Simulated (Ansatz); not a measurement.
C₂H₄FNSi (SMILES N=C1[SiH2]C1F)

```yaml
atoms:
  - { symbol: N, position_ang: [-0.3504, 1.4741, -1.3014] }
  - { symbol: C, position_ang: [-0.2486, 0.4301, -0.5900] }
  - { symbol: Si, position_ang: [0.7859, -0.9526, 0.1738] }
  - { symbol: C, position_ang: [-0.7170, 0.0728, 0.7780] }
  - { symbol: F, position_ang: [-0.7555, 1.0202, 1.7709] }
  - { symbol: H, position_ang: [0.2433, 1.4030, -2.1360] }
  - { symbol: H, position_ang: [2.1600, -0.5526, 0.5497] }
  - { symbol: H, position_ang: [0.6042, -2.4106, -0.0315] }
  - { symbol: H, position_ang: [-1.6333, -0.5307, 0.7695] }
```

All numbers below come from RKS B3LYP-D4/6-31G* in Ansatz 0.2.0.

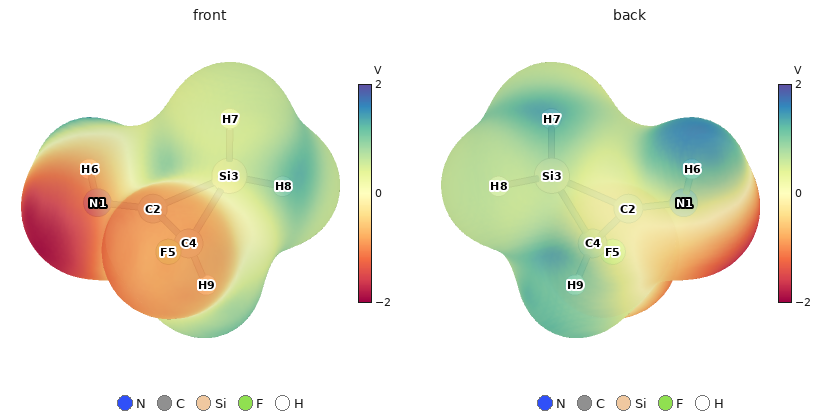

Figure 1. The molecular electrostatic potential painted on the density surface at 0.002 e/bohr³, seen from the front and from behind; the colour scale runs from red (negative) to blue (positive).

Q: Which sites attract a positive test charge, and which a negative one?

A: A positive charge is drawn to the negative regions and a negative charge to the positive ones. The most negative region (about −1.9 V) lies over N1, the most positive (about +1.6 V) over H6. N1 is the likeliest acceptor of a hydrogen bond.

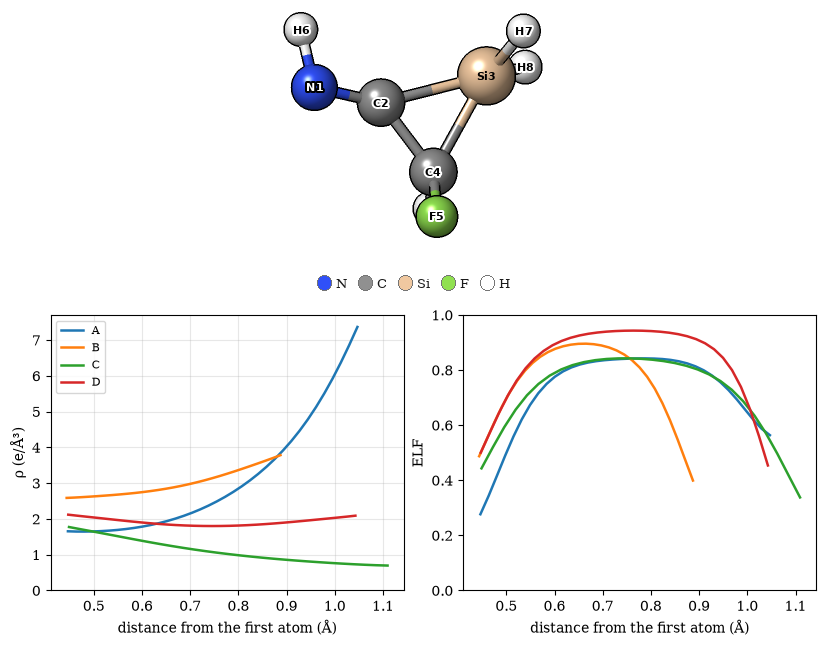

Figure 2. Electron density and ELF along straight lines between neighbouring atoms. The curves leave out the atomic cores. The structure is drawn too.

Q: Which curve belongs to which contact (C–C, C–F, C–N and C–Si)? The first atom named is at distance zero.

A: Curve A: C–F (1.37 Å): ρ at the midpoint is about 2.1 e/Å³, with its minimum of 1.6 e/Å³ about 0.5 Å from C; the ELF peaks at about 0.85 between the atoms; a polar covalent bond. Curve B: C–N (1.27 Å): ρ is about 2.8 e/Å³ halfway; the ELF peaks at about 0.90 between the atoms; a short, multiple covalent bond. Curve C: C–Si (1.89 Å): the density is about 0.81 e/Å³ at the midpoint; the ELF peaks at about 0.85 between the atoms; a shared electron pair. Curve D: C–C (1.49 Å): the density is about 1.8 e/Å³ at the midpoint; the ELF peaks at about 0.95 between the atoms; localised, covalent bonding.

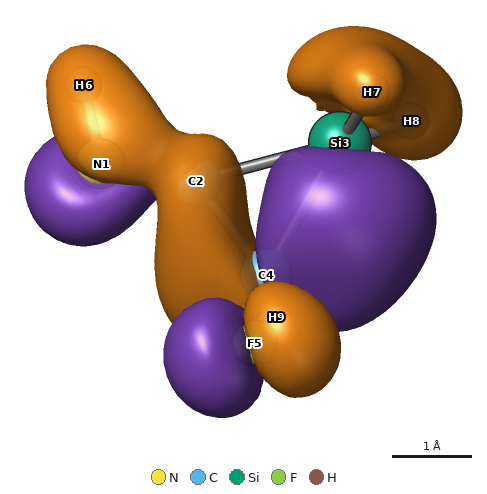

Figure 3. The HOMO−1 at ±0.08 Å⁻³ᐟ² (orange and purple are the two phases), seen across its widest extent.

Q: Describe this orbital and give its energy.

A: It lies mainly on C4 (about 30 %), Si3 (about 20 %), F5 (about 20 %), N1 (about 10 %) and C2 (about 10 %). Its energy is −7.45 eV.
